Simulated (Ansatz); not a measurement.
# TiPbSe3 (built on the sites of a database entry of HfPbO3): a soft mode frozen in

Aim: this structure of TiPbSe3 (built on the sites of a database entry of HfPbO3) is to be tested for unstable modes, and one is followed downhill.

Calculated with Ansatz 0.2.0; DFT PBEsol, scalar-relativistic, plane waves, PAW.

The structure was built from a prototype and need not be the compound's stable phase.

**1. The structure**

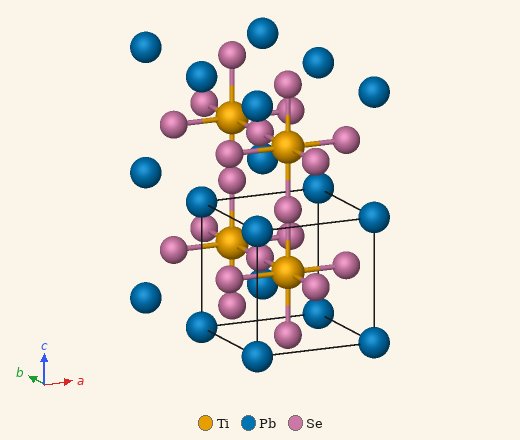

The starting structure, seen from a free direction (titanium orange, lead blue, selenium pink). 1×2×2 cells are drawn. Some periodic images of atoms are drawn too.

**2. The dispersion**

The cell comes from relaxations at this level that are not shown. Stability and thermal properties need the whole zone. Linear response on a 2×2×2 q mesh gives force constants as far as a supercell of that size would.

The input, input.yaml:

```yaml
crystal:
  lattice:
    - [4.9321777088, 0.0, 0.0]
    - [0.0, 4.9321777088, 0.0]
    - [0.0, 0.0, 4.9321777088]
  atoms:
    - { symbol: Ti, position: [0.5, 0.5, 0.5] }
    - { symbol: Pb, position: [0.0, 0.0, 0.0] }
    - { symbol: Se, position: [0.0, 0.5, 0.5] }
    - { symbol: Se, position: [0.5, 0.0, 0.5] }
    - { symbol: Se, position: [0.5, 0.5, 0.0] }
kpoints:
  mp_grid: { grid: [8, 8, 8] }
hamiltonian:
  xc: pbesol
scf:
  occupations: { method: methfessel_paxton, width: 0.2 }
output:
  eigenvalues: true
phonons:
  method: dfpt
  qmesh: [2, 2, 2]
  temperatures: { t_max: 1000, t_step: 50 }
  qpath:
    path:
      - [[0.0, 0.0, 0.0], [0.0, 0.5, 0.0], [0.5, 0.5, 0.0], [0.0, 0.0, 0.0], [0.5, 0.5, 0.5], [0.0, 0.5, 0.0]]
      - [[0.5, 0.5, 0.5], [0.5, 0.5, 0.0]]
    npoints: 10
```

Started as:

```
ansatz run input.yaml --threads 8 --pin off --max-ram 14336MiB --backend cpu --events-out ev --progress --plain --runs-dir out
```

Numbers of over 12 decimals in the logs are rounded to 6 here.

The program printed:

```text
Engine: ansatz 0.2.0, aarch64-unknown-linux-gnu
Pseudopotentials: kind: paw
Pseudopotential: Ti, paw, valence charge 12, recommended cutoff 420 eV (normal), Ti.paw.azcp
Pseudopotential: Pb, paw, valence charge 14, recommended cutoff 420 eV (normal), Pb.paw.azcp
Pseudopotential: Se, paw, valence charge 16, recommended cutoff 420 eV (normal), Se.paw.azcp
Functional definition: PBEsol
  exchange = pbesol_x
  correlation = pbesol_c
Crystal: 5 atoms, lattice volume = 119.982 Å³
Basis set: ecut = 420 eV, 2325 PW (Γ), exchange–correlation on 72×72×72 points (8 copies of the dense FFT grid, shifted against one another)
Bands: 45, of which v1, the nominal top of the filled ones, is band 37 counted from 1 (36 counted from 0)
Symmetry: 48 space group operations
k-points: 35 of 512
Non-local potential: Ti, projectors of the file, l = 0: 3, l = 1: 2, l = 2: 3, l = 3: 1
Non-local potential: Pb, projectors of the file, l = 0: 2, l = 1: 2, l = 2: 2, l = 3: 2
Non-local potential: Se, projectors of the file, l = 0: 2, l = 1: 2, l = 2: 3, l = 3: 1
PAW form: soft (Blöchl's): semilocal exchange-correlation on the pseudo side does not see the compensation charge
PAW frozen core: Ti, regenerated for the run's functional, and the local potential with it (the file was generated under x = pbe(κ = 0.804, μ = 0.219515), c = pbe(β = 0.066725))
PAW frozen core: Pb, regenerated for the run's functional, and the local potential with it (the file was generated under x = pbe(κ = 0.804, μ = 0.219515), c = pbe(β = 0.066725))
PAW frozen core: Se, regenerated for the run's functional, and the local potential with it (the file was generated under x = pbe(κ = 0.804, μ = 0.219515), c = pbe(β = 0.066725))
PAW one-centre angular grid: Ti, 590 points (default); XC on 64 Gauss nodes
PAW one-centre angular grid: Pb, 590 points (default); XC on 64 Gauss nodes
PAW one-centre angular grid: Se, 590 points (default); XC on 64 Gauss nodes
Initial density: superposition of atomic densities (neutral atoms: chi_scale 0, normalization atom), corrected by the library's trained network
Initial wavefunctions: pseudopotential atomic-orbital guess
Functional: x = pbesol(κ = 0.804, μ = 0.123457), c = pbesol(β = 0.046)
SCF iter   1: F=—  HF=-30504.419117 eV  |F-HF|=—  |Δ(HF+E_count)|=         —  Δρ=7.09e-3  dr2=9.22e-2  ethr=1.77e-3  ⟨swp⟩=6.5  Hψ=5825  notcnv=0
preconditioner: auto → Kerker (q_TF=auto, 2.517 Å⁻¹)  [metal: Δε(μ)=0.045 eV  Ē_g=10.867 eV  σ=0.200 eV  W_gap=0.19  n_scr=26 (ndim 8)  ℏωp=20.3 eV  f_vac=0.008  D(μ)=2.01/eV (n_scr^D=6)]
SCF iter   2: F=—  HF=-30504.411365 eV  |F-HF|=—  |Δ(HF+E_count)|=   7.75e-3  S|Δr|=    0.00e0  Δρ=3.68e-3  dr2=2.71e-2  ethr=1.25e-4  ⟨swp⟩=1.0  Hψ=1855  notcnv=0
SCF iter   3: F=—  HF=-30504.408449 eV  |F-HF|=—  |Δ(HF+E_count)|=   2.92e-3  S|Δr|=    0.00e0  Δρ=4.74e-4  dr2=3.50e-4  ethr=3.66e-5  ⟨swp⟩=1.9  Hψ=1607  notcnv=0
SCF iter   4: F=—  HF=-30504.408444 eV  |F-HF|=—  |Δ(HF+E_count)|=   5.00e-6  S|Δr|=    0.00e0  Δρ=2.71e-4  dr2=1.16e-4  ethr=4.73e-7  ⟨swp⟩=2.0  Hψ=2798  notcnv=0
SCF iter   5: F=—  HF=-30504.408437 eV  |F-HF|=—  |Δ(HF+E_count)|=   6.87e-6  S|Δr|=    0.00e0  Δρ=7.37e-5  dr2=1.13e-5  ethr=1.56e-7  ⟨swp⟩=2.3  Hψ=2822  notcnv=0
SCF iter   6: F=—  HF=-30504.408440 eV  |F-HF|=—  |Δ(HF+E_count)|=   2.90e-6  S|Δr|=    0.00e0  Δρ=1.74e-5  dr2=4.86e-7  ethr=1.52e-8  ⟨swp⟩=2.8  Hψ=3119  notcnv=0
SCF iter   7: F=—  HF=-30504.408438 eV  |F-HF|=—  |Δ(HF+E_count)|=   1.98e-6  S|Δr|=    0.00e0  Δρ=6.34e-6  dr2=8.03e-8  ethr=6.57e-10  ⟨swp⟩=2.1  Hψ=1932  notcnv=0
SCF iter   8: F=—  HF=-30504.408438 eV  |F-HF|=—  |Δ(HF+E_count)|=   2.64e-8  S|Δr|=    0.00e0  Δρ=2.18e-6  dr2=8.35e-9  ethr=1.09e-10  ⟨swp⟩=2.1  Hψ=1815  notcnv=0
SCF iter   9: F=—  HF=-30504.408438 eV  |F-HF|=—  |Δ(HF+E_count)|=  1.16e-10  S|Δr|=    0.00e0  Δρ=5.07e-7  dr2=7.43e-10  ethr=1.13e-11  ⟨swp⟩=2.5  Hψ=2778  notcnv=0
SCF iter  10: F=—  HF=-30504.408438 eV  |F-HF|=—  |Δ(HF+E_count)|=  1.38e-10  S|Δr|=    0.00e0  Δρ=1.54e-7  dr2=5.77e-11  ethr=1.00e-12  ⟨swp⟩=2.1  Hψ=2399  notcnv=0
SCF iter  11: F=-30504.408438 eV  HF=-30504.408438 eV  |F-HF|=3.64e-12  |Δ(HF+E_count)|=  1.82e-11  S|Δr|=    0.00e0  Δρ=4.26e-8  dr2=2.90e-12  ethr=1.00e-12  ⟨swp⟩=8.9  Hψ=6988  notcnv=0
SCF 1 converged in 11 iterations: F = -30504.408438 eV  dr2 = 2.90e-12
  greatest PAW one-centre occupation: 1.000 electrons in one spin orbital (limit 2), on the Se atom at site 3 (counted from 0), in its partial waves of l = 2
Initial density: read from a saved state, or passed on in memory by an earlier SCF of this step, an earlier step, the calling program or the single point that the run made first
iter 1 solved again at ethr=2.03e-7 eV; its pass at ethr=3.10e-3 eV (dr2=1.50e-4 eV) is discarded
SCF iter   1: F=—  HF=-30504.408438 eV  |F-HF|=—  |Δ(HF+E_count)|=         —  Δρ=5.83e-7  dr2=4.75e-10  ethr=2.03e-7  ⟨swp⟩=2.7  Hψ=9251  notcnv=0
eigensolver tolerance schedule: the retry pair's looser diagonalisation over-reported the residual by 316167.51 of it (diagonalisation noise at an unbounded share of the residual, at the tolerance the schedule requests for it); recorded, not acted on — ethr = c·dr2/N_el stays at c = 1.0e-1
preconditioner: auto → Kerker (q_TF=auto, 2.517 Å⁻¹)  [metal: Δε(μ)=0.038 eV  Ē_g=10.848 eV  σ=0.200 eV  W_gap=0.16  n_scr=26 (ndim 8)  ℏωp=20.3 eV  f_vac=0.006  D(μ)=2.90/eV (n_scr^D=18)]
SCF iter   2: F=—  HF=-30504.408438 eV  |F-HF|=—  |Δ(HF+E_count)|=   3.49e-8  S|Δr|=    0.00e0  Δρ=2.58e-7  dr2=6.86e-11  ethr=1.00e-12  ⟨swp⟩=3.8  Hψ=4370  notcnv=0
SCF iter   3: F=—  HF=-30504.408438 eV  |F-HF|=—  |Δ(HF+E_count)|=  3.27e-11  S|Δr|=    0.00e0  Δρ=1.66e-7  dr2=2.85e-11  ethr=1.00e-12  ⟨swp⟩=4.9  Hψ=4675  notcnv=0
SCF iter   4: F=—  HF=-30504.408438 eV  |F-HF|=—  |Δ(HF+E_count)|=  1.46e-11  S|Δr|=    0.00e0  Δρ=9.25e-8  dr2=1.04e-11  ethr=1.00e-12  ⟨swp⟩=1.0  Hψ=1575  notcnv=0
SCF iter   5: F=-30504.408438 eV  HF=-30504.408438 eV  |F-HF|=1.82e-11  |Δ(HF+E_count)|=  7.28e-12  S|Δr|=    0.00e0  Δρ=5.79e-8  dr2=4.49e-12  ethr=1.00e-12  ⟨swp⟩=2.0  Hψ=2971  notcnv=0
SCF 2 converged in 5 iterations: F = -30504.408438 eV  dr2 = 4.49e-12
  greatest PAW one-centre occupation: 1.000 electrons in one spin orbital (limit 2), on the Se atom at site 4 (counted from 0), in its partial waves of l = 2
phonons: the bands overlap, so this run is a metal and interpolates without the dipole-dipole term. If the crystal is really an insulator or semiconductor, its LO-TO splitting is missing
NSCF: frozen V_eff on 35 k-points
NSCF: frozen V_eff on 125 k-points
DFPT response loops at q = (0, 0, 0) (fractional): preconditioner auto → Kerker (q_TF=auto, 2.517 Å⁻¹) (partly filled bands, converged f_vac=0.006); β = 1.00, the filter's whole step (`scf.mixing.beta` (0.50) is not read by the response loops under this deck's `scf.mixing.preconditioner`; to damp them name `kerker` or `kerker_dos`, under which they read `scf.mixing.beta`, and type it under 1.00, their step now; both keys bind the ground state too); Broyden in place of MSR1
NSCF: frozen V_eff on 250 k-points
DFPT response loops at q = (0, 0, -0.5) (fractional): mixed as the last ones told, above
NSCF: frozen V_eff on 250 k-points
DFPT response loops at q = (0, -0.5, -0.5) (fractional): mixed as the last ones told, above
NSCF: frozen V_eff on 250 k-points
DFPT response loops at q = (-0.5, -0.5, -0.5) (fractional): mixed as the last ones told, above
SCF converged after 11 iterations
Stability not checked: this state was not tested for a lower state beside it, because cold or Methfessel-Paxton smearing, or corrected tetrahedra, fill the levels in a way that the test cannot read (fill_not_monotonic; see scf.lower_state_search)
Free energy (F): -30504.408438 eV
Harris-Foulkes:  -30504.408438 eV  (|F-HF|=3.64e-12)
Internal energy: -30504.406291 eV  (E = F + TS)
E sigma→0 (E₀):  -30504.407901 eV
Entropy (-TS):   -0.002146 eV (-0.429 meV/atom)
Fermi energy:    9.885978 eV
Step filling:    the computed levels leave a gap of 0.0382 eV = 0.2 smearing widths at the electron count; against every level under it full and every level over it empty, smearing changes F+E_penalty+E_count by +1.467 meV and its σ→0 estimate by +2.003 meV
--- Per-component energies (eV) ---
  E_band       = -1336.141055
  E_kinetic    = 916.367517
  E_local      = -9376.800173  (includes V_loc(G=0)·N_el)
  E_nonlocal   = -1419.148471
  E_hartree    = 4469.349133
  E_xc         = -627.192135
  E_vxc        = -550.271967  (∫ρ·V_xc dr)
  E_paw        = -16877.453084  (= ΣΔE_a)
  E_vpaw       = 155.015409  (= ΣTr[D̂ρ^β])
  E_aug_tail   = -0.001679  (compensation charges beyond the density's cutoff)
  E_ewald      = -7592.754251
  E_core_change = 3.226852  (= ΣΔE_core)
  E_smearing   = -0.002146  (= −TS)
  E_closure    = -0.000000  (closes the sum)
  Σ components = -30504.408438   (vs F -30504.408438, Δ=0.00e0)
--- Band table (eV; the first three rows and the last of 35) ---
  k-point 0: bands = [... 33 lower, 8.4821, 9.0025, 9.0025, 9.0025, 9.4812, 9.4812, 9.4812, 10.8544, ... 4 higher]
  k-point 1: bands = [... 33 lower, 8.3784, 8.5783, 8.8941, 8.8941, 9.4865, 9.9445, 9.9445, 10.8601, ... 4 higher]
  k-point 2: bands = [... 33 lower, 8.0792, 8.1523, 8.9684, 8.9684, 9.4993, 10.5094, 10.5094, 10.8703, ... 4 higher]
  k-point 34: bands = [... 33 lower, 6.1584, 10.0941, 10.0941, 10.0941, 10.6898, 10.6898, 10.6898, 14.0194, ... 4 higher]
--- Phonons (Γ-DFPT): 4 representative perturbations + reference (Σ response iterations 12) ---
  ASR residual: 4.956e-5 → 0.000e0 eV/Å²; symmetrization residual: 9.531e-6 eV/Å²
  ASR residual per site (eV/Å²): 2.66e-5 4.96e-5 1.43e-5 1.43e-5 1.43e-5
  Γ frequencies (cm⁻¹): -81.87 -81.87 -81.87 -63.84 -63.84 -63.84 -41.53 -41.53 -41.53 0.00 0.00 0.00 251.70 251.70 251.70
--- Phonons (arbitrary-q DFPT): 4 irreducible q on the 2×2×2 mesh ---
  q = [0.0000, 0.0000, 0.0000] (star 1, of the zone-centre solve; hermiticity 1.68e-6, symmetrization 1.25e-11): -81.87 -81.87 -81.87 -63.84 -63.84 -63.84 -41.53 -41.53 -41.53 -0.00 0.00 0.00 251.70 251.70 251.70
  q = [0.0000, 0.0000, -0.5000] (star 3, 9 solved perturbations in 975 linear systems a pass and spin channel, the states on 125 of 512 k-point pairs; hermiticity 2.55e-6, symmetrization 1.26e-12): -58.76 -58.76 -57.77 -57.77 -47.29 -47.29 -45.24 -22.29 59.28 59.28 76.93 224.03 238.48 249.26 249.26
  q = [0.0000, -0.5000, -0.5000] (star 3, 9 solved perturbations in 975 linear systems a pass and spin channel, the states on 125 of 512 k-point pairs; hermiticity 1.58e-6, symmetrization 3.88e-13): -122.13 -69.20 -69.20 -59.78 -37.97 45.83 45.83 53.22 53.22 117.30 124.65 217.80 217.80 248.13 254.98
  q = [-0.5000, -0.5000, -0.5000] (star 1, 4 solved perturbations in 350 linear systems a pass and spin channel, the states on 125 of 512 k-point pairs; hermiticity 2.49e-6, symmetrization 1.61e-11): -118.09 -118.09 -118.09 -55.77 -55.77 -55.77 35.84 35.84 105.08 105.08 105.08 219.31 219.31 219.31 270.31
  sum rule: each row above includes the acoustic sum rule's correction from the zone centre's row sums; it moved no ω² by more than (0.39 cm⁻¹)²
  mesh force constants: q→R imaginary residual 6.89e-18; ASR residual 4.956e-5 → 0.000e0 eV/Å²; symmetrization residual 6.661e-15 eV/Å²
  interpolated dispersion: 62 rows × 15 modes
  density of states and harmonic sums: on the 14×14×14 q-mesh, interpolated from the force constants of a 2×2×2 supercell (no non-analytic term)
  largest difference from the sums on the solved wave vectors: F 1.34e-1 eV, S 1.91e-4 and C_V 5.77e-5 eV/K
  zero-point energy: 0.077829 eV/cell   skipped modes (ω ≤ 0): 784, of them read as no rigid motion or as one in doubt: 781 (6.457e0 modes/cell left out, lowest -122.13 cm⁻¹)   left out of the sums: 4.31e-1 of the cell's modes: C_V's classical limit lies that fraction below 3 k_B per atom; for a crystal, a wire or a layer, F and S can be off by more, and a phonons.interpolated_qmesh denser along its periods is the remedy for the sampling
```

It took 3.3 min on 8 threads of Arm Neoverse V2, shared host; peak memory 2.1 GiB.

Numbers from this step:

```
volume per atom                                         : 24.00 Å³
gap on the k-mesh                                       : 0 eV
sum-rule residual before enforcement                    : 4.96e-5 eV/Å²
lowest frequency on the path                            : -122.1 cm⁻¹
point group                                             : m-3m
highest frequency on the path or at a solved wavevector : 277.6 cm⁻¹
highest optical mode at the zone centre (no LO-TO term) : 251.7 cm⁻¹
lowest optical zone-centre mode                         : -81.87 cm⁻¹
lowest mode on the q mesh (acoustic modes at Γ apart)   : -122.1 cm⁻¹
```

Frequencies (cm⁻¹) solved at each irreducible wavevector; negative means imaginary. Frequencies by wavevector, by row:

```csv
q in reciprocal lattice units,star,mode 1,mode 2,mode 3,mode 4,mode 13,mode 14,mode 15
0 0 0,1,-81.9,-81.9,-81.9,-63.8,251.7,251.7,251.7
0 0 -0.5,3,-58.8,-58.8,-57.8,-57.8,238.5,249.3,249.3
0 -0.5 -0.5,3,-122.1,-69.2,-69.2,-59.8,217.8,248.1,255
-0.5 -0.5 -0.5,1,-118.1,-118.1,-118.1,-55.8,219.3,219.3,270.3
```

Interpolated from a 2×2×2 q mesh. The phonon branches at the labelled points (cm⁻¹):

```csv
point,branch 1,branch 2,branch 3,branch 4,branch 12,branch 13,branch 14,branch 15
Γ,-82,-82,-82,-64,0,252,252,252
X,-59,-59,-58,-58,224,238,249,249
M,-122,-69,-69,-60,218,218,248,255
Γ,-82,-82,-82,-64,0,252,252,252
R,-118,-118,-118,-56,219,219,219,270
X,-59,-59,-58,-58,224,238,249,249
jump to R,-118,-118,-118,-56,219,219,219,270
M,-122,-69,-69,-60,218,218,248,255
```

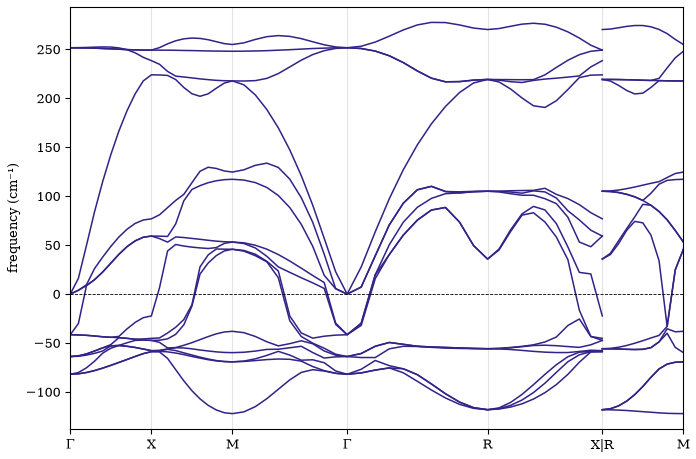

Phonon branches along the path.

Symmetry leaves 4 wavevectors to solve. The lowest mode among them, the acoustic zeros apart, lies at q = (0, -0.5, -0.5) and is imaginary, 122.1i cm⁻¹, so the energy falls along it.

**3. The mode frozen in, largest atomic shift 0 Å**

The mode followed lies at q = (0, -0.5, -0.5) with frequency 122.1i cm⁻¹, the softest among the wavevectors solved. At small amplitude the distorted cell has space group no. 127 by a symmetry search on the positions. The undistorted cell that holds it gives the zero of energy on the same k mesh.

System of this step: TiPbSe3 (built on the sites of a database entry of HfPbO3). It takes space group Pm-3m (No. 221, cubic). The conventional cell has a = 4.932 Å, b = 4.932 Å, c = 4.932 Å, α = 90.00°, β = 90.00°, γ = 90.00°. Nearest to Ti lie 6 Se at 2.47 Å. Pb has 12 Se at 3.49 Å nearest. Se has 2 Ti at 2.47 Å and 4 Pb at 3.49 Å nearest. Se has 2 Ti at 2.47 Å and 4 Pb at 3.49 Å nearest. Farther neighbours and most contacts between anions are not listed.

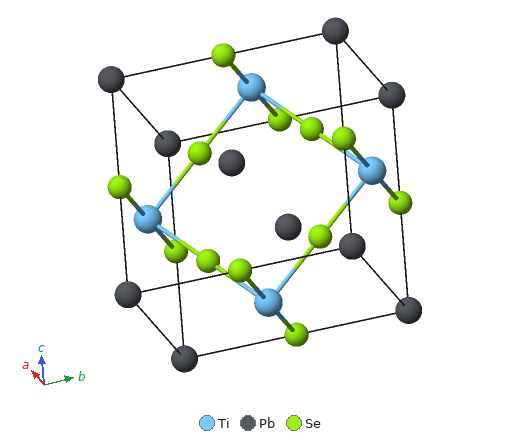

The cell of this step (titanium blue, lead dark grey, selenium green). Some periodic images of atoms are drawn too.

The input, input.yaml:

```yaml
crystal:
  lattice:
    - [-4.9321777088, 0.0, 0.0]
    - [0.0, -4.9321777088, -4.9321777088]
    - [0.0, -4.9321777088, 4.9321777088]
  atoms:
    - { symbol: Ti, position: [0.5, 0.0, 0.5] }
    - { symbol: Ti, position: [0.5, 0.5, 0.0] }
    - { symbol: Pb, position: [0.0, 0.5, 0.5] }
    - { symbol: Pb, position: [0.0, 1.0, 0.0] }
    - { symbol: Se, position: [1.0, 0.0, 0.5] }
    - { symbol: Se, position: [1.0, 0.5, 0.0] }
    - { symbol: Se, position: [0.5, 0.25, 0.75] }
    - { symbol: Se, position: [0.5, 0.75, 0.25] }
    - { symbol: Se, position: [0.5, 0.25, 0.25] }
    - { symbol: Se, position: [0.5, 0.75, 0.75] }
kpoints:
  mp_grid: { grid: [8, 6, 6] }
hamiltonian:
  xc: pbesol
scf:
  occupations: { method: methfessel_paxton, width: 0.2 }
output:
  forces: true
  stress: true
  eigenvalues: true
```

The program printed:

```text
[...]
Crystal: 10 atoms, lattice volume = 239.964 Å³
Basis set: ecut = 420 eV, 4685 PW (Γ), exchange–correlation on 72×96×96 points (8 copies of the dense FFT grid, shifted against one another)
Bands: 89, of which v1, the nominal top of the filled ones, is band 74 counted from 1 (73 counted from 0)
Symmetry: 32 space group operations
[...]
k-points: 50 of 288
[...]
k-point 0: bands = [... 70 lower, 9.0036, 9.0043, 9.0043, 9.5034, 9.5034, 9.5070, 10.0815, 10.2433, ... 11 higher]
  k-point 1: bands = [... 70 lower, 8.7459, 8.7595, 8.7746, 9.7638, 9.7649, 9.8610, 9.8807, 10.3813, ... 11 higher]
  k-point 2: bands = [... 70 lower, 8.3584, 8.6077, 8.6818, 9.3897, 10.1502, 10.2331, 10.3117, 10.5957, ... 11 higher]
  k-point 49: bands = [... 70 lower, 6.9506, 6.9506, 10.0819, 10.0819, 10.2424, 10.2424, 11.3181, 11.3181, ... 11 higher]
[key lines of the parts left out:]
SCF converged after 8 iterations
Free energy (F): -61008.825706 eV
Fermi energy:    9.885685 eV
P = ⅓ Tr σ = -0.0352 GPa (-0.352 kbar)
```

Wall time 6.1 s (8 threads); peak memory 1.6 GiB.

This step gave:

| Property | Result |
| --- | --- |
| pressure | -0.03519 GPa |
| energy from the undistorted cell | 0 meV/atom |

The run ends at a pressure of -0.04 GPa.

**4. The mode frozen in, largest atomic shift 0.6 Å**

The atoms are moved along the unstable eigenvector, the largest shift by 0.6 Å, with the cell fixed.

input.yaml, the sections that differ from step 3:

```yaml
crystal:
  lattice:
    - [-4.9321777088, 0.0, 0.0]
    - [0.0, -4.9321777088, -4.9321777088]
    - [0.0, -4.9321777088, 4.9321777088]
  atoms:
    - { symbol: Ti, position: [0.5, 0.0, 0.5] }
    - { symbol: Ti, position: [0.5, 0.5, 0.0] }
    - { symbol: Pb, position: [0.0, 0.5, 0.5] }
    - { symbol: Pb, position: [0.0, 1.0, 0.0] }
    - { symbol: Se, position: [1.0, 0.0, 0.5] }
    - { symbol: Se, position: [1.0, 0.5, 0.0] }
    - { symbol: Se, position: [0.5, 0.310825059, 0.689174941] }
    - { symbol: Se, position: [0.5, 0.689174941, 0.310825059] }
    - { symbol: Se, position: [0.5, 0.189174941, 0.189174941] }
    - { symbol: Se, position: [0.5, 0.810825059, 0.810825059] }
# kpoints, hamiltonian, scf, output: as in step 3
```

The program printed:

```text
[...]
Crystal: 10 atoms, lattice volume = 239.964 Å³
Basis set: ecut = 420 eV, 4685 PW (Γ), exchange–correlation on 72×96×96 points (8 copies of the dense FFT grid, shifted against one another)
Bands: 89, of which v1, the nominal top of the filled ones, is band 74 counted from 1 (73 counted from 0)
Symmetry: 16 space group operations
[...]
k-points: 50 of 288
[...]
k-point 0: bands = [... 70 lower, 8.5051, 8.7500, 9.1027, 9.1027, 9.4324, 9.4324, 9.6236, 10.3728, ... 11 higher]
  k-point 1: bands = [... 70 lower, 8.4471, 8.4994, 8.8818, 9.1890, 9.4932, 9.5880, 9.9261, 10.5935, ... 11 higher]
  k-point 2: bands = [... 70 lower, 8.1171, 8.1899, 8.8314, 9.4164, 9.7194, 9.8819, 10.2658, 10.6299, ... 11 higher]
  k-point 49: bands = [... 70 lower, 7.4658, 7.4658, 9.8909, 9.8909, 10.2356, 10.2356, 10.5933, 10.5933, ... 11 higher]
[key lines of the parts left out:]
SCF converged after 9 iterations
Free energy (F): -61009.999589 eV
Fermi energy:    9.623802 eV
P = ⅓ Tr σ = -1.0621 GPa (-10.621 kbar)
```

The job ended after 7.3 s (8 threads; peak memory 1.6 GiB; 56 s of CPU time).

This step gave:

| Item | Value |
| --- | --- |
| pressure | -1.062 GPa |
| energy from the undistorted cell | -117.8 meV/atom |

The energy, extrapolated to zero smearing, is -117.78 meV/atom against the undistorted cell.

The run ends at a pressure of -1.06 GPa, with forces up to 0.22 eV/Å.

(Continued in part 2 of 2.)

[Logs are printed without paths, hosts, clocks, repeated set-up lines and the standing remarks that a program may print on its own settings, such as how far it seeks lower states.]

[Hosts, paths, dates, database ids (printed as entryN), source tags and the programs' standing remarks are cut or masked in the printed files.]
